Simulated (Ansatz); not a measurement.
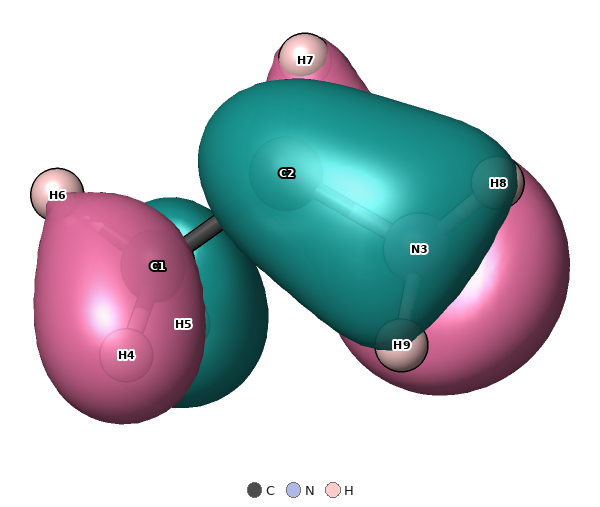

C$_{2}$H$_{6}$N (SMILES C[CH]N) (doublet). The HOMO−1 (α) at ±0.1 Å⁻³ᐟ² (teal and pink are the two phases), seen at a tilt.

Geometry: PBE0-D3(BJ)/def2-SVP.

Level of theory: Ansatz, isolated molecule in a Gaussian basis; Kohn-Sham density functional theory, functional PBE0.

```csv
atom,x (Å),y (Å),z (Å)
C,-0.3746,-0.8552,-0.2126
C,0.2375,-1.4023,-1.4503
N,0.0195,-0.7180,-2.6444
H,-1.4659,-0.7173,-0.3257
H,0.0374,0.1353,0.0758
H,-0.2186,-1.5348,0.6377
H,1.2037,-1.9134,-1.3856
H,0.3398,-1.2036,-3.4756
H,-0.9351,-0.3924,-2.7724
```

### Describe this orbital and give its energy.

Its weight (Hirshfeld) is mainly on N3 (about 50 %), C2 (about 15 %), C1 (about 10 %) and H5 (about 5 %). Its energy is −9.26 eV.
